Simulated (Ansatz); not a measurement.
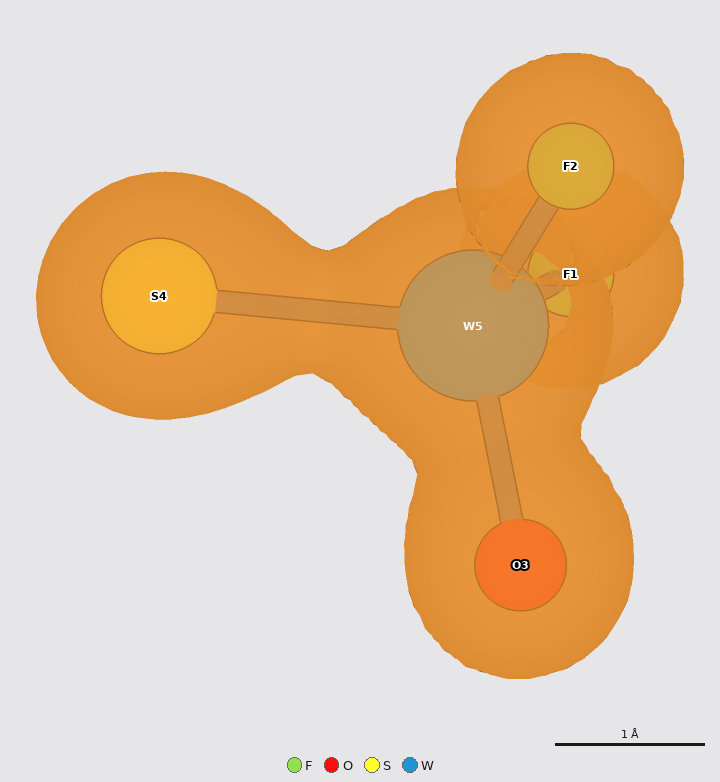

Figure 1: F2OSW (SMILES [O]=[W]([F])([F])=[S]). Isosurface of the electron density at 0.8 e/Å³ (orange), seen from one side.

Geometry: PBE0-D4/def2-SVP; core potentials replace the inner electrons of W.

Level of theory: isolated molecule in a Gaussian basis; Kohn-Sham density functional theory, functional PBE0 in Ansatz 0.2.0.

```yaml
atoms:
  - { symbol: F, position_ang: [-0.7197, -0.5268, 1.6576] }
  - { symbol: F, position_ang: [-0.7280, -0.9839, -1.4525] }
  - { symbol: O, position_ang: [1.6664, -0.4369, 0.0493] }
  - { symbol: S, position_ang: [-0.1800, 1.9831, -0.3014] }
  - { symbol: W, position_ang: [0.0112, -0.1091, 0.0056] }
```

Q: Which contacts does the surface bridge?

A: At this value the surface is in one piece. It bridges the sampled W–O (1.69 Å), W–F (1.85 Å) and W–S (2.12 Å) contacts, where the density stays above the isovalue. On the grid the lowest density along these lines, outside the cores, is 1.9 e/Å³ (W–O, 1.69 Å), 1.1 e/Å³ (W–F, 1.85 Å) and 1.1 e/Å³ (W–S, 2.12 Å).
